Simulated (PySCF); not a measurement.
## Electronic structure of SnI (doublet) in real space

```json
{"atom": "Sn", "x (Å)": "0.0000", "y (Å)": "0.0000", "z (Å)": "-1.4094"}
{"atom": "I", "x (Å)": "0.0000", "y (Å)": "0.0000", "z (Å)": "1.3316"}
```

Core potentials replace the inner electrons of Sn and I.

Theory: PBE0/def2-SVP, non-relativistic Hamiltonian with scalar-relativistic core potentials where named, at a bond length of 2.741 Å (PySCF).

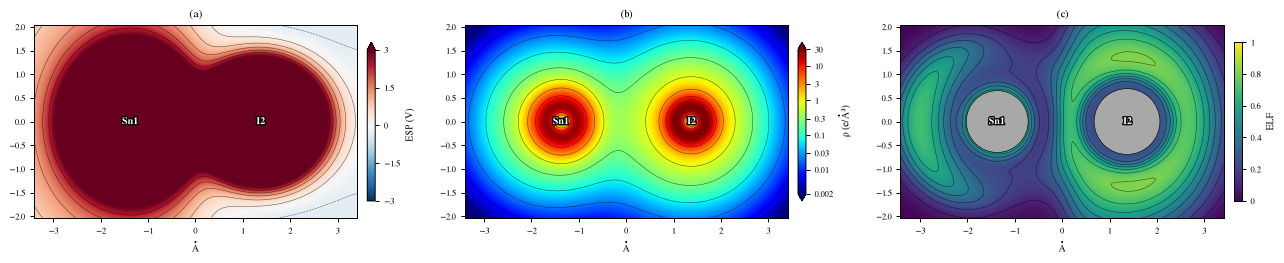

Figure 1. (a) molecular electrostatic potential; (b) electron density; (c) electron localisation function on a plane that holds the molecular axis. Grey discs cover the atomic cores in the ELF map.

> What does the map show?

Atoms in the plane: Sn and I.
Sn–I (2.74 Å): ρ is about 0.41 e/Å³ halfway; the ELF peaks at about 0.70 in the valence shell of I, 1.2 Å from its nucleus, and drops to about 0.15 between the two atoms.
The ELF also peaks beside I2, away from the bonds: non-bonding electrons, paired or unpaired.
Outside the dense part of the molecule the potential is most negative (−0.4 V) near I2.

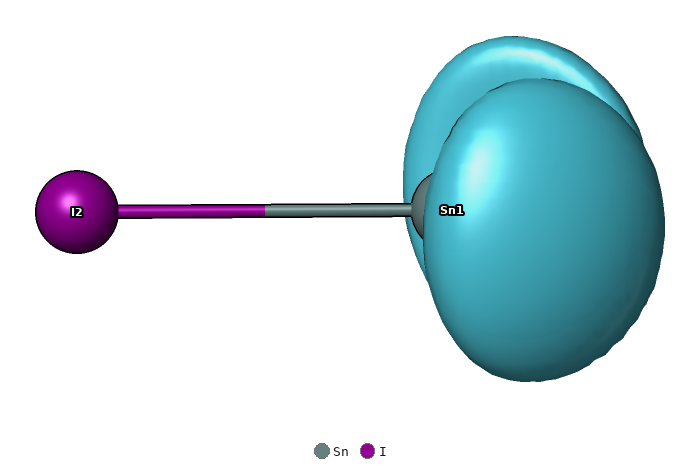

Figure 2. Isosurface of the ELF at 0.9 (cyan), seen from one side. Only the valence region is drawn (cores and ρ < 0.01 e/Å³ removed).

> Identify the bonds, lone pairs and shells in this picture.

The surface consists of two lobes on Sn, pointing away from the bonds (non-bonding electrons).

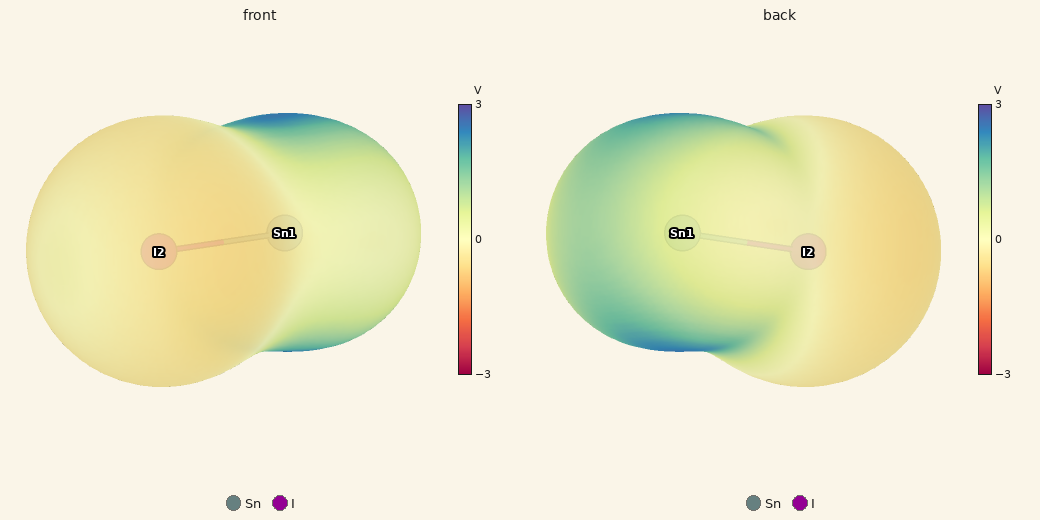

Figure 3. The molecular electrostatic potential painted on the density surface at 0.002 e/bohr³, seen from the front and from behind; red is negative and blue positive.

> Which sites attract a positive test charge, and which a negative one?

A positive charge is drawn to the negative regions and a negative charge to the positive ones. The most negative region (about −0.6 V) lies over I2, the most positive (about +2.5 V) over Sn1.
